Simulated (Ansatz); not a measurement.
Consider ZrSe2 in the CdI2 type structure (space group P-3m1, No. 164; a = 3.7351 Å, c = 6.0315 Å; layered, stacked along the Cartesian z axis).

Modification: the cell is scaled by 1.0150 in all directions, atoms relaxed at fixed cell.

Computed with Ansatz (a program for electronic structure), PBE-D3(BJ), PAW, cutoff 420 eV, no spin-orbit coupling.

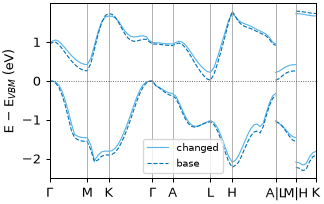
Fig. 1. Highest valence and lowest conduction band along the path, each from its own valence-band maximum

**Question.** Read the changed gap and its character from the plot.

**Answer.** About 0.22 eV, indirect, Γ → L.

The cells carry an imposed strain or load. No phonon test of stability was made. All final runs are without spin polarisation. A zero or small gap of ZrSe2 can be the functional's error rather than a property of the material.
